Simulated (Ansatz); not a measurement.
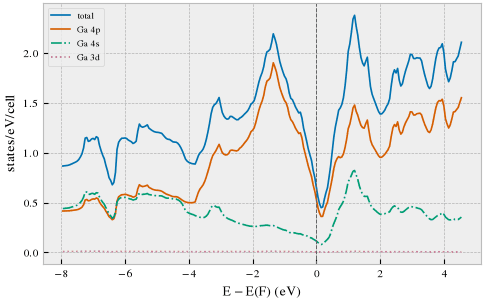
Figure. Total and projected density of states of Ga (α-Ga, Cmce), plane-wave PAW PBEsol (Ansatz code)

Q: Which orbitals carry the states next to the Fermi level?

A: Within 0.5 eV of the Fermi level: Ga 4p 81 %, Ga 4s 17 %. Projections are on Löwdin-orthogonalised atomic valence shells; empty p or d shells of many metals are not among them.

Q: Where is the tallest occupied peak in this window, and what makes it?

A: Near -1.3 eV, about 2.2 states/eV per cell; the largest projected share is Ga 4p.

The cell was relaxed with PBEsol under the symmetry of its start. Spin–orbit coupling is left out wherever it is not named.

Potentials: the earlier of the program's two PAW sets. The files were generated under PBE; for other functionals the program regenerates the frozen cores, and for LDA and PBEsol the local potential too.
